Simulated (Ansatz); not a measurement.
# PtC (model cell, started as rocksalt type): a soft mode frozen in

Wanted: the energy along a soft mode of PtC (model cell, started as rocksalt type) and the structure at the end.

Calculated with Ansatz 0.2.0; DFT PBEsol, scalar-relativistic, plane waves, PAW.

The structure was built from a prototype and need not be the compound's stable phase.

## Step 1: The structure

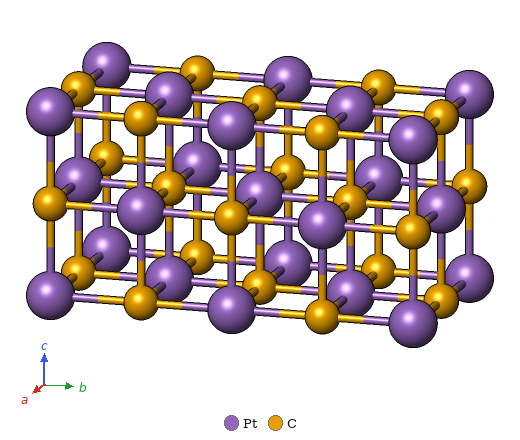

The starting structure, seen slightly off an axis (platinum purple, carbon orange). 1×2×1 cells are drawn. This picture shows the conventional cell, with its axes. Some periodic images of atoms are drawn too.

## Step 2: Phonons on a q mesh

The cell comes from relaxations at this level that are not shown. Stability and thermal properties need the whole zone. Linear response on a 4×4×4 q mesh gives force constants as far as a supercell of that size would.

The input, input.yaml:

```yaml
crystal:
  lattice:
    - [0.0, 2.2083183167, 2.2083183167]
    - [2.2083183167, 0.0, 2.2083183167]
    - [2.2083183167, 2.2083183167, 0.0]
  atoms:
    - { symbol: Pt, position: [0.0, 0.0, 0.0] }
    - { symbol: C, position: [0.5, 0.5, 0.5] }
kpoints:
  mp_grid: { grid: [16, 16, 16] }
hamiltonian:
  xc: pbesol
scf:
  occupations: { method: methfessel_paxton, width: 0.2 }
output:
  eigenvalues: true
phonons:
  method: dfpt
  qmesh: [4, 4, 4]
  temperatures: { t_max: 1000, t_step: 50 }
  qpath:
    path:
      - [[0.0, 0.0, 0.0], [0.5, 0.0, 0.5], [0.625, 0.25, 0.625]]
      - [[0.375, 0.375, 0.75], [0.0, 0.0, 0.0], [0.5, 0.5, 0.5], [0.5, 0.25, 0.75], [0.5, 0.0, 0.5]]
    npoints: 10
```

The run is started by

```sh
$ ansatz run input.yaml --threads 4 --pin off --max-ram 7168MiB --backend cpu --events-out ev --progress --plain --runs-dir out
```

Numbers of over 12 decimals in the logs are rounded to 6 here.

The log of the run:

```text
Engine: ansatz 0.2.0, aarch64-unknown-linux-gnu
Pseudopotentials: kind: paw
Pseudopotential: Pt, paw, valence charge 18, recommended cutoff 420 eV (normal), Pt.paw.azcp
Pseudopotential: C, paw, valence charge 4, recommended cutoff 420 eV (normal), C.paw.azcp
Functional definition: PBEsol
  exchange = pbesol_x
  correlation = pbesol_c
Crystal: 2 atoms, lattice volume = 21.538 Å³
Basis set: ecut = 420 eV, 411 PW (Γ), exchange–correlation on 48×48×48 points (8 copies of the dense FFT grid, shifted against one another)
Bands: 15, of which v1, the nominal top of the filled ones, is band 11 counted from 1 (10 counted from 0)
Symmetry: 48 space group operations
k-points: 145 of 4096
Non-local potential: Pt, projectors of the file, l = 0: 3, l = 1: 2, l = 2: 2, l = 3: 1
Non-local potential: C, projectors of the file, l = 0: 2, l = 1: 2, l = 2: 1
PAW form: soft (Blöchl's): semilocal exchange-correlation on the pseudo side does not see the compensation charge
PAW frozen core: Pt, regenerated for the run's functional, and the local potential with it (the file was generated under x = pbe(κ = 0.804, μ = 0.219515), c = pbe(β = 0.066725))
PAW frozen core: C, regenerated for the run's functional, and the local potential with it (the file was generated under x = pbe(κ = 0.804, μ = 0.219515), c = pbe(β = 0.066725))
PAW one-centre angular grid: Pt, 590 points (default); XC on 64 Gauss nodes
PAW one-centre angular grid: C, 110 points (default); XC on 64 Gauss nodes
Initial density: superposition of atomic densities (neutral atoms: chi_scale 0, normalization atom), corrected by the library's trained network
Initial wavefunctions: pseudopotential atomic-orbital guess
Functional: x = pbesol(κ = 0.804, μ = 0.123457), c = pbesol(β = 0.046)
SCF iter   1: F=—  HF=-12627.701187 eV  |F-HF|=—  |Δ(HF+E_count)|=         —  Δρ=6.15e-3  dr2=5.46e-3  ethr=1.77e-3  ⟨swp⟩=4.1  Hψ=9697  notcnv=0
preconditioner: auto → none  [metal: Δε(μ)=0.054 eV  Ē_g=11.429 eV  σ=0.200 eV  W_gap=0.23  n_scr=8 (ndim 8)  ℏωp=29.9 eV  f_vac=0.000  D(μ)=0.79/eV (n_scr^D=8)  sad-step TF]
SCF iter   2: F=—  HF=-12627.700996 eV  |F-HF|=—  |Δ(HF+E_count)|=   1.91e-4  S|Δr|=    0.00e0  Δρ=3.58e-3  dr2=2.09e-3  ethr=2.48e-5  ⟨swp⟩=2.3  Hψ=4111  notcnv=0
SCF iter   3: F=—  HF=-12627.700333 eV  |F-HF|=—  |Δ(HF+E_count)|=   6.63e-4  S|Δr|=    0.00e0  Δρ=4.14e-4  dr2=2.58e-5  ethr=9.51e-6  ⟨swp⟩=2.0  Hψ=3103  notcnv=0
SCF iter   4: F=—  HF=-12627.700324 eV  |F-HF|=—  |Δ(HF+E_count)|=   9.06e-6  S|Δr|=    0.00e0  Δρ=7.75e-5  dr2=6.42e-7  ethr=1.17e-7  ⟨swp⟩=2.1  Hψ=3147  notcnv=0
SCF iter   5: F=—  HF=-12627.700322 eV  |F-HF|=—  |Δ(HF+E_count)|=   2.36e-6  S|Δr|=    0.00e0  Δρ=9.34e-6  dr2=1.13e-8  ethr=2.92e-9  ⟨swp⟩=2.2  Hψ=3743  notcnv=0
SCF iter   6: F=—  HF=-12627.700322 eV  |F-HF|=—  |Δ(HF+E_count)|=   2.90e-9  S|Δr|=    0.00e0  Δρ=1.06e-6  dr2=1.04e-10  ethr=5.15e-11  ⟨swp⟩=2.8  Hψ=3746  notcnv=0
SCF iter   7: F=-12627.700322 eV  HF=-12627.700322 eV  |F-HF|=1.82e-12  |Δ(HF+E_count)|=  1.27e-11  S|Δr|=    0.00e0  Δρ=6.93e-8  dr2=5.06e-13  ethr=1.00e-12  ⟨swp⟩=5.4  Hψ=8774  notcnv=0
SCF 1 converged in 7 iterations: F = -12627.700322 eV  dr2 = 5.06e-13
  greatest PAW one-centre occupation: 1.000 electrons in one spin orbital (limit 2), on the Pt atom at site 0 (counted from 0), in its partial waves of l = 0
Initial density: read from a saved state, or passed on in memory by an earlier SCF of this step, an earlier step, the calling program or the single point that the run made first
iter 1 solved again at ethr=1.78e-8 eV; its pass at ethr=3.10e-3 eV (dr2=3.91e-6 eV) is discarded
SCF iter   1: F=—  HF=-12627.700324 eV  |F-HF|=—  |Δ(HF+E_count)|=         —  Δρ=2.84e-7  dr2=8.86e-12  ethr=1.78e-8  ⟨swp⟩=3.1  Hψ=16100  notcnv=0
eigensolver tolerance schedule: the retry pair's looser diagonalisation over-reported the residual by 440943.76 of it (diagonalisation noise at an unbounded share of the residual, at the tolerance the schedule requests for it); recorded, not acted on — ethr = c·dr2/N_el stays at c = 1.0e-1
preconditioner: auto → none  [metal: Δε(μ)=0.054 eV  Ē_g=11.425 eV  σ=0.200 eV  W_gap=0.22  n_scr=8 (ndim 8)  ℏωp=29.9 eV  f_vac=0.000  D(μ)=0.80/eV (n_scr^D=8)]
SCF iter   2: F=—  HF=-12627.700322 eV  |F-HF|=—  |Δ(HF+E_count)|=   2.66e-6  S|Δr|=    0.00e0  Δρ=1.51e-7  dr2=1.88e-12  ethr=1.00e-12  ⟨swp⟩=6.3  Hψ=9406  notcnv=0
SCF iter   3: F=-12627.700322 eV  HF=-12627.700322 eV  |F-HF|=0.00e0  |Δ(HF+E_count)|=  1.82e-12  S|Δr|=    0.00e0  Δρ=8.99e-8  dr2=6.39e-13  ethr=1.00e-12  ⟨swp⟩=1.0  Hψ=4934  notcnv=0
SCF 2 converged in 3 iterations: F = -12627.700322 eV  dr2 = 6.39e-13
phonons: the bands overlap, so this run is a metal and interpolates without the dipole-dipole term. If the crystal is really an insulator or semiconductor, its LO-TO splitting is missing
NSCF: frozen V_eff on 145 k-points
NSCF: frozen V_eff on 349 k-points
DFPT response loops at q = (0, 0, 0) (fractional): preconditioner auto → Kerker (q_TF=auto, 2.738 Å⁻¹) (partly filled bands, converged f_vac=0.000); β = 1.00, the filter's whole step (`scf.mixing.beta` (0.50) is not read by the response loops under this deck's `scf.mixing.preconditioner`; to damp them name `kerker` or `kerker_dos`, under which they read `scf.mixing.beta`, and type it under 1.00, their step now; both keys bind the ground state too); Broyden in place of MSR1
NSCF: frozen V_eff on 4352 k-points
DFPT response loops at q = (0, 0, 0.25) (fractional): mixed as the last ones told, above
NSCF: frozen V_eff on 2196 k-points
DFPT response loops at q = (0, 0, -0.5) (fractional): mixed as the last ones told, above
NSCF: frozen V_eff on 2320 k-points
DFPT response loops at q = (0, 0.25, 0.25) (fractional): mixed as the last ones told, above
NSCF: frozen V_eff on 8192 k-points
DFPT response loops at q = (0, 0.25, -0.5) (fractional): mixed as the last ones told, above
NSCF: frozen V_eff on 4352 k-points
DFPT response loops at q = (0, 0.25, -0.25) (fractional): mixed as the last ones told, above
NSCF: frozen V_eff on 1242 k-points
DFPT response loops at q = (0, -0.5, -0.5) (fractional): mixed as the last ones told, above
NSCF: frozen V_eff on 2320 k-points
DFPT response loops at q = (0.25, -0.5, -0.25) (fractional): mixed as the last ones told, above
SCF converged after 7 iterations
Stability not checked: this state was not tested for a lower state beside it, because cold or Methfessel-Paxton smearing, or corrected tetrahedra, fill the levels in a way that the test cannot read (fill_not_monotonic; see scf.lower_state_search)
Free energy (F): -12627.700322 eV
Harris-Foulkes:  -12627.700322 eV  (|F-HF|=1.82e-12)
Internal energy: -12627.702659 eV  (E = F + TS)
E sigma→0 (E₀):  -12627.700906 eV
Entropy (-TS):   0.002337 eV (1.168 meV/atom)
Fermi energy:    20.211744 eV
--- Per-component energies (eV) ---
  E_band       = -149.520597
  E_kinetic    = 723.682146
  E_local      = -1687.117282  (includes V_loc(G=0)·N_el)
  E_nonlocal   = 229.738965
  E_hartree    = 621.087471
  E_xc         = -307.337820
  E_vxc        = -360.857173  (∫ρ·V_xc dr)
  E_paw        = -9411.077919  (= ΣΔE_a)
  E_vpaw       = -297.142422  (= ΣTr[D̂ρ^β])
  E_aug_tail   = 0.000252  (compensation charges beyond the density's cutoff)
  E_ewald      = -2796.986553
  E_core_change = 0.308082  (= ΣΔE_core)
  E_smearing   = 0.002337  (= −TS)
  E_closure    = -0.000000  (closes the sum)
  Σ components = -12627.700322   (vs F -12627.700322, Δ=0.00e0)
--- Band table (eV; the first three rows and the last of 145) ---
  k-point 0: bands = [... 7 lower, 15.7870, 16.5033, 16.5033, 19.9577, 19.9577, 19.9577, 26.5215, 32.2341]
  k-point 1: bands = [... 7 lower, 15.7935, 16.3125, 16.3125, 19.8397, 20.2874, 20.2874, 26.7458, 32.3428]
  k-point 2: bands = [... 7 lower, 15.5280, 16.2103, 16.2103, 19.5747, 21.0797, 21.0797, 27.3157, 32.5414]
  k-point 144: bands = [... 7 lower, 13.9877, 18.5327, 19.0499, 19.0499, 20.3722, 21.0129, 29.5238, 32.2750]
--- Phonons (Γ-DFPT): 2 representative perturbations + reference (Σ response iterations 7) ---
  ASR residual: 2.867e-5 → 0.000e0 eV/Å²; symmetrization residual: 1.847e-6 eV/Å²
  ASR residual per site (eV/Å²): 1.57e-5 2.87e-5
  Γ frequencies (cm⁻¹): -543.74 -543.74 -543.74 0.00 0.00 0.00
--- Phonons (arbitrary-q DFPT): 8 irreducible q on the 4×4×4 mesh ---
  q = [0.0000, 0.0000, 0.0000] (star 1, of the zone-centre solve; hermiticity 3.00e-7, symmetrization 2.50e-12): -543.74 -543.74 -543.74 -0.00 0.00 0.00
  q = [0.0000, 0.0000, 0.2500] (star 8, 2 solved perturbations on 2176 of 4096 k-point pairs; hermiticity 1.49e-6, symmetrization 1.00e-12): -141.87 39.61 39.61 186.18 264.44 264.44
  q = [0.0000, 0.0000, -0.5000] (star 4, 2 solved perturbations on 1098 of 4096 k-point pairs; hermiticity 2.60e-14, symmetrization 6.94e-13): 100.09 100.09 122.78 430.15 430.15 473.07
  q = [0.0000, 0.2500, 0.2500] (star 6, 4 solved perturbations in 3616 linear systems a pass and spin channel, the states on 1160 of 4096 k-point pairs; hermiticity 2.83e-7, symmetrization 1.29e-13): -511.96 -511.96 31.24 31.24 94.09 407.58
  q = [0.0000, 0.2500, -0.5000] (star 24, 4 solved perturbations in 12544 linear systems a pass and spin channel, the states on 4096 of 4096 k-point pairs; hermiticity 4.67e-7, symmetrization 7.91e-14): 56.08 77.06 87.04 240.78 323.60 331.27
  q = [0.0000, 0.2500, -0.2500] (star 12, 4 solved perturbations in 6672 linear systems a pass and spin channel, the states on 2176 of 4096 k-point pairs; hermiticity 4.13e-7, symmetrization 2.15e-13): -413.91 65.99 84.56 93.55 408.77 440.79
  q = [0.0000, -0.5000, -0.5000] (star 3, 4 solved perturbations in 1940 linear systems a pass and spin channel, the states on 621 of 4096 k-point pairs; hermiticity 4.31e-7, symmetrization 2.36e-13): -478.69 -478.69 -409.76 -52.62 -52.62 194.56
  q = [0.2500, -0.5000, -0.2500] (star 6, 4 solved perturbations in 3498 linear systems a pass and spin channel, the states on 1160 of 4096 k-point pairs; hermiticity 7.03e-7, symmetrization 1.43e-13): -427.03 -427.03 42.87 79.27 79.27 416.72
  sum rule: each row above includes the acoustic sum rule's correction from the zone centre's row sums; it moved no ω² by more than (0.81 cm⁻¹)²
  mesh force constants: q→R imaginary residual 1.13e-17; ASR residual 2.867e-5 → 0.000e0 eV/Å²; symmetrization residual 5.329e-15 eV/Å²
  interpolated dispersion: 62 rows × 6 modes
  density of states and harmonic sums: on the 24×24×24 q-mesh, interpolated from the force constants of a 4×4×4 supercell (no non-analytic term)
  largest difference from the sums on the solved wave vectors: F 8.39e-2 eV, S 1.34e-4 and C_V 5.01e-5 eV/K
  zero-point energy: 0.053147 eV/cell   skipped modes (ω ≤ 0): 708, of them read as no rigid motion or as one in doubt: 705 (1.598e0 modes/cell left out, lowest -543.74 cm⁻¹)   left out of the sums: 2.66e-1 of the cell's modes: C_V's classical limit lies that fraction below 3 k_B per atom; for a crystal, a wire or a layer, F and S can be off by more, and a phonons.interpolated_qmesh denser along its periods is the remedy for the sampling
```

Wall time 4.1 min (4 threads of Arm Neoverse V2, shared host); peak memory 3.2 GiB.

This step gave:

```
volume per atom                                         : 10.77 Å³
gap on the k-mesh                                       : 0 eV
sum-rule residual before enforcement                    : 2.87e-5 eV/Å²
lowest frequency on the path                            : -543.7 cm⁻¹
point group                                             : m-3m
highest frequency on the path or at a solved wavevector : 497.6 cm⁻¹
highest optical mode at the zone centre (no LO-TO term) : -543.7 cm⁻¹
lowest optical zone-centre mode                         : -543.7 cm⁻¹
lowest mode on the q mesh (acoustic modes at Γ apart)   : -543.7 cm⁻¹
```

Frequencies (cm⁻¹) solved at each irreducible wavevector; negative means imaginary. Frequencies by wavevector, by row:

```tsv
q in reciprocal lattice units	star	mode 1	mode 2	mode 3	mode 4	mode 5	mode 6
0 0 0	1	-543.7	-543.7	-543.7	0	0	0
0 0 0.25	8	-141.9	39.6	39.6	186.2	264.4	264.4
0 0 -0.5	4	100.1	100.1	122.8	430.1	430.1	473.1
0 0.25 0.25	6	-512	-512	31.2	31.2	94.1	407.6
0 0.25 -0.5	24	56.1	77.1	87	240.8	323.6	331.3
0 0.25 -0.25	12	-413.9	66	84.6	93.5	408.8	440.8
0 -0.5 -0.5	3	-478.7	-478.7	-409.8	-52.6	-52.6	194.6
0.25 -0.5 -0.25	6	-427	-427	42.9	79.3	79.3	416.7
```

Interpolated from a 4×4×4 q mesh. The phonon branches at the labelled points (cm⁻¹):

```tsv
point	branch 1	branch 2	branch 3	branch 4	branch 5	branch 6
Γ	-544	-544	-544	0	0	0
X	-479	-479	-410	-53	-53	195
U	-325	-90	-77	121	193	287
jump to K	-325	-90	-77	121	193	287
Γ	-544	-544	-544	0	0	0
L	100	100	123	430	430	473
W	-427	-427	43	79	79	417
X	-479	-479	-410	-53	-53	195
```

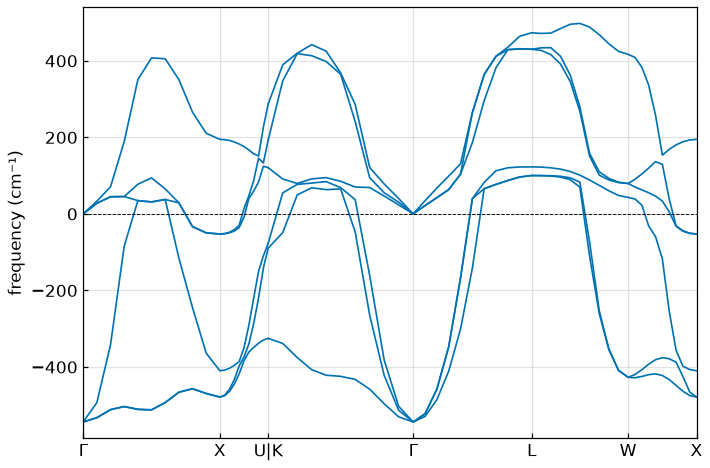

Phonon branches along the path.

Symmetry leaves 8 wavevectors to solve. The lowest mode among them, the acoustic zeros apart, lies at Γ and is imaginary, 543.7i cm⁻¹, so the energy falls along it.

## Step 3: The mode frozen in, largest atomic shift 0 Å

The mode followed lies at Γ with frequency 543.7i cm⁻¹ and is 3-fold degenerate, the softest among the wavevectors solved. At small amplitude the distorted cell has space group no. 107 by a symmetry search on the positions. The undistorted cell that holds it gives the zero of energy on the same k mesh.

input.yaml, the sections that differ from step 2:

```yaml
output:
  forces: true
  stress: true
  eigenvalues: true
# crystal, kpoints, hamiltonian, scf: as in step 2
# phonons: removed
```

The log of the run:

```text
[...]
Crystal: 2 atoms, lattice volume = 21.538 Å³
Basis set: ecut = 420 eV, 411 PW (Γ), exchange–correlation on 48×48×48 points (8 copies of the dense FFT grid, shifted against one another)
Bands: 15, of which v1, the nominal top of the filled ones, is band 11 counted from 1 (10 counted from 0)
Symmetry: 48 space group operations
[...]
k-points: 145 of 4096
[...]
--- Band table (eV; the first three rows and the last of 145) ---
  k-point 0: bands = [... 7 lower, 15.7870, 16.5033, 16.5033, 19.9577, 19.9577, 19.9577, 26.5215, 32.2341]
  k-point 1: bands = [... 7 lower, 15.7934, 16.3125, 16.3125, 19.8397, 20.2874, 20.2874, 26.7458, 32.3428]
  k-point 2: bands = [... 7 lower, 15.5280, 16.2103, 16.2103, 19.5747, 21.0797, 21.0797, 27.3157, 32.5414]
  k-point 144: bands = [... 7 lower, 13.9876, 18.5326, 19.0499, 19.0499, 20.3721, 21.0128, 29.5238, 32.2750]
[key lines of the parts left out:]
SCF converged after 5 iterations
Free energy (F): -12627.700322 eV
Fermi energy:    20.211728 eV
P = ⅓ Tr σ = 0.0043 GPa (0.043 kbar)
```

The job ended after 0.67 s (4 threads; peak memory 0.32 GiB; 2 s of CPU time).

Numbers from this step:

| Item | Value |
| --- | --- |
| pressure | 0.004271 GPa |
| energy from the undistorted cell | 0 meV/atom |

The run ends at a pressure of 0.00 GPa.

## Step 4: The mode frozen in, largest atomic shift 0.22 Å

The atoms are moved along the unstable eigenvector, the largest shift by 0.22 Å, with the cell fixed.

input.yaml, the sections that differ from step 3:

```yaml
crystal:
  lattice:
    - [0.0, 2.2083183167, 2.2083183167]
    - [2.2083183167, 0.0, 2.2083183167]
    - [2.2083183167, 2.2083183167, 0.0]
  atoms:
    - { symbol: Pt, position: [-0.0030668217, 0.0030668217, -0.0030668217] }
    - { symbol: C, position: [0.5498116595, 0.4501883405, 0.5498116595] }
# kpoints, hamiltonian, scf, output: as in step 3
```

The log of the run:

```text
[...]
Crystal: 2 atoms, lattice volume = 21.538 Å³
Basis set: ecut = 420 eV, 411 PW (Γ), exchange–correlation on 48×48×48 points (8 copies of the dense FFT grid, shifted against one another)
Bands: 15, of which v1, the nominal top of the filled ones, is band 11 counted from 1 (10 counted from 0)
Symmetry: 8 space group operations
[...]
k-points: 349 of 4096 (time reversal used)
[...]
--- Band table (eV; the first three rows and the last of 349) ---
  k-point 0: bands = [... 7 lower, 15.4548, 15.8336, 16.5499, 20.6056, 20.6056, 21.2460, 26.3880, 32.0213]
  k-point 1: bands = [... 7 lower, 15.5366, 15.8483, 16.4292, 20.3570, 20.8728, 21.5384, 26.6181, 32.1361]
  k-point 2: bands = [... 7 lower, 15.4359, 15.9818, 16.2787, 19.9256, 21.5466, 22.1495, 27.1918, 32.3652]
  k-point 348: bands = [... 7 lower, 17.5674, 18.0800, 18.0800, 18.4525, 18.4525, 20.8210, 25.1802, 33.5374]
[key lines of the parts left out:]
SCF converged after 5 iterations
Free energy (F): -12627.828244 eV
Fermi energy:    20.467010 eV
P = ⅓ Tr σ = 5.3854 GPa (53.854 kbar)
```

Elapsed: 1.9 s, on 4 threads; peak memory 0.41 GiB.

This step gave:

```yaml
pressure: 5.385 GPa
energy_from_the_undistorted_cell: -63.85 meV/atom
```

The energy, extrapolated to zero smearing, is -63.85 meV/atom against the undistorted cell.

The run ends at a pressure of 5.39 GPa, with forces up to 0.21 eV/Å.

## Step 5: Energy along the mode, all amplitudes (two of the runs are shown above)

An imaginary frequency means negative curvature, so the energy should fall and then rise again as anharmonic terms take over.

Numbers from this step:

| Item | Value |
| --- | --- |
| depth at the lowest point sampled | 63.85 meV/atom |
| largest atomic shift at that point | 0.22 Å |

The energy from the parent by largest atomic shift:

```tsv
largest atomic shift (Å)	energy from the parent (meV/atom)
0.000	0
0.040	-5.51
0.080	-21.3
0.140	-49.0
0.220	-63.9
0.320	1.69
0.450	313
```

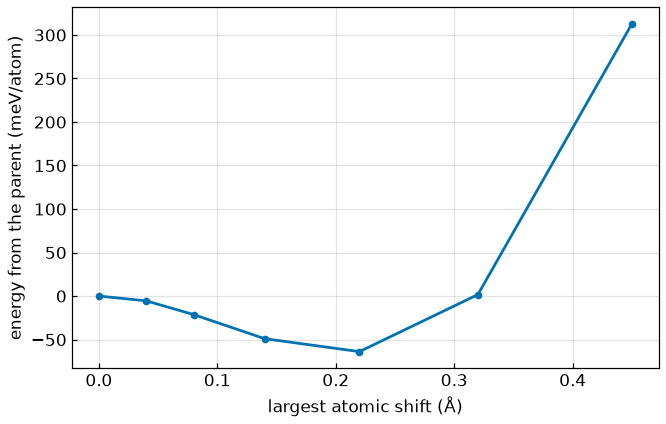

Energy from the parent against largest atomic shift.

Displacement at unit largest shift by atom:

```tsv
atom	x (Å)	y (Å)	z (Å)	size
Pt1	0.00	-0.06	0.00	0.06
C2	0.00	1.00	0.00	1.00
```

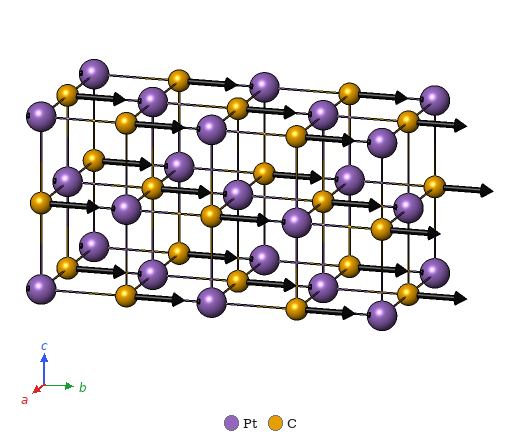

Displacement at unit largest shift as arrows, the longest 1 Å. 1×2×1 conventional cells are drawn. Some periodic images of atoms are drawn too.

The lowest of the steps tried is at 0.22 Å, 63.9 meV/atom below the parent; the bottom of the well need not coincide with a step.

[end of part 1 of 2]

[Logs are printed without paths, hosts, clocks, repeated set-up lines and the standing remarks that a program may print on its own settings, such as how far it seeks lower states.]

[Hosts, paths, dates, database ids (printed as entryN), source tags and the programs' standing remarks are cut or masked in the printed files.]
